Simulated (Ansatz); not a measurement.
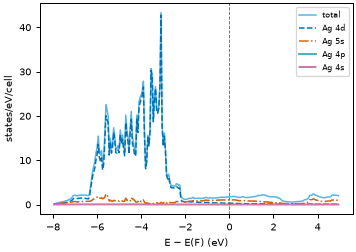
*Total and projected density of states of Ag in space group Fd-3m (No. 227; Ag on 8a, Ag on 16d), the program Ansatz at the PBEsol level (PAW)*

Q: Which orbitals carry the states next to the Fermi level?

A: Within 0.5 eV of the Fermi level: Ag 5s 60 %, Ag 4d 18 %, outside the projected shells 22 %. Projections are on Löwdin-orthogonalised atomic valence shells; empty p or d shells of many metals are not among them.

Q: Where is the tallest occupied peak in this window, and what makes it?

A: Near -3.1 eV, about 43 states/eV per cell; the largest projected share is Ag 4d.

The start of the workflow was typed in or built on a structure type; neither database checked (COD, Materials Project) lists it. It is not the phase usual at ambient conditions (space group No. 225). Symmetry was held in the PBEsol relaxation. At this level the phase is dynamically unstable (imaginary phonons). No spin polarisation was allowed. Scalar-relativistic: spin–orbit coupling is off unless named, which matters more the heavier the elements.

Potentials: the later of the program's two PAW sets.
